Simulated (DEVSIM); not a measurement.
Structure: abrupt GaP p-n junction, at 300 K.

| layer (left to right) | material | thickness (μm) | Nd (cm⁻³) | Na (cm⁻³) | τn (s) | τp (s) |
|---|---|---|---|---|---|---|
| 1 | GaP | 0.510 | - | 1.5e18 | 1.4e-6 | 1.4e-6 |
| 2 | GaP | 230 | 4.5e14 | - | 1.4e-6 | 1.4e-6 |

Left contact: ohmic. Right contact: ohmic. Voltage is applied to the left contact. Recombination: SRH at mid-gap, radiative. Mobility is μmin + (μ − μmin)/(1 + (N/Nref)^α).

The device is made up for the run: typed textbook-type constants, with dimensions and the other settings drawn at random. Values at 300 K.

```
parameter         GaP
-------------  ------
gap (eV)         2.26
affinity (eV)     3.8
permittivity     11.1
Nc (cm⁻³)      1.8e19
Nv (cm⁻³)      1.9e19
μn (cm²/Vs)       250
μp (cm²/Vs)       150
μn,min             10
μp,min             10
Nref,n         4.4e18
Nref,p           1e18
αn                0.8
αp               0.85
B (cm³/s)       1e-13
```

DEVSIM, 1D drift-diffusion, Boltzmann statistics, complete ionisation; no tunnelling, impact ionisation, image-force lowering or self-heating.

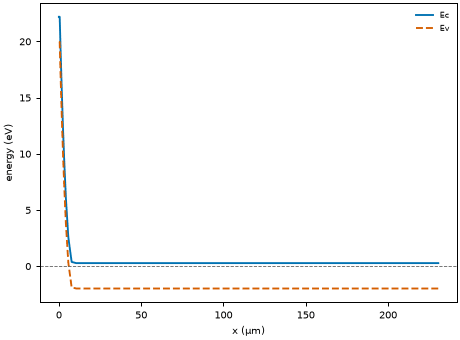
Fig. 1. Band edges at -20.0 V on the left contact

Energies count from the Fermi level of the right contact; mesh points crowd at the junctions.

```
x (μm)   Ec (eV)  Ev (eV)  n (cm⁻³)  p (cm⁻³)  field (V/cm)
-------  -------  -------  --------  --------  ------------
0.000     22.194   19.934     < 1e2    1.5e18           ≈ 0
0.03789   22.194   19.934     < 1e2    1.5e18           ≈ 0
0.1241    22.194   19.934     < 1e2    1.5e18           ≈ 0
0.3191    22.194   19.934     < 1e2    1.5e18           ≈ 0
0.4673    22.194   19.934     < 1e2    1.5e18           ≈ 0
0.5080    22.173   19.913     < 1e2    6.5e17        -59000
0.5449    21.951   19.691     < 1e2    1.2e14        -56000
0.6948    21.115   18.855     < 1e2     < 1e2        -55000
1.042     19.240   16.980     < 1e2     < 1e2        -53000
1.967     14.678   12.418     < 1e2     < 1e2        -46000
4.272      6.038    3.778     < 1e2     < 1e2        -29000
14.46      0.274   -1.986    4.5e14     < 1e2           ≈ 0
36.22      0.274   -1.986    4.5e14     < 1e2           ≈ 0
95.65      0.274   -1.986    4.5e14     < 1e2           ≈ 0
192.3      0.274   -1.986    4.5e14     < 1e2           ≈ 0
215.6      0.274   -1.986    4.5e14     < 1e2           ≈ 0
224.9      0.274   -1.986    4.5e14     < 1e2           ≈ 0
228.4      0.274   -1.986    4.5e14     < 1e2           ≈ 0
229.9      0.274   -1.986    4.5e14     < 1e2           ≈ 0
230.3      0.274   -1.986    4.5e14     < 1e2           ≈ 0
230.4      0.274   -1.986    4.5e14     < 1e2           ≈ 0
230.5      0.274   -1.986    4.5e14     < 1e2           ≈ 0
```
